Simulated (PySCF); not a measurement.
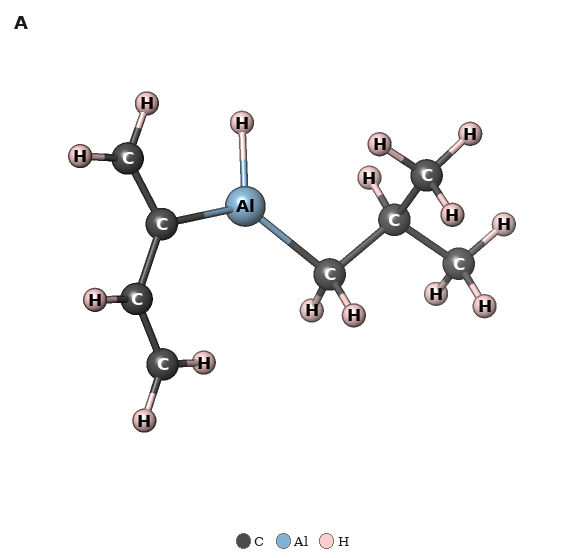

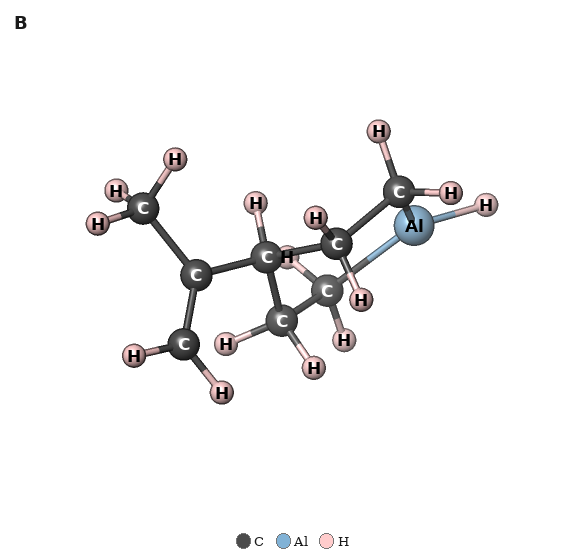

2 stationary structures of one formula. Geometries: GFN2-xTB. Electronic energies: PBE0/pcSseg-1 (PySCF 2.14.0), without zero-point energy. No frequency run is at hand to confirm each as a minimum. Each is one conformer, not always the lowest.

How are they related?

Answer. They are constitutional isomers of C8H15Al: A `C=C[C](=C)[AlH][CH2]C(C)C`, B `C=C(C)C1C[CH2][AlH][CH2]C1`.

Rank them by energy, lowest first.

Answer. B is lowest; A lies 13.9 kcal/mol above it.

The geometry is semi-empirical. Around Al such bond lengths and angles can be off by a tenth of an ångström or more and by several degrees, and values that hang on the shape move with them.
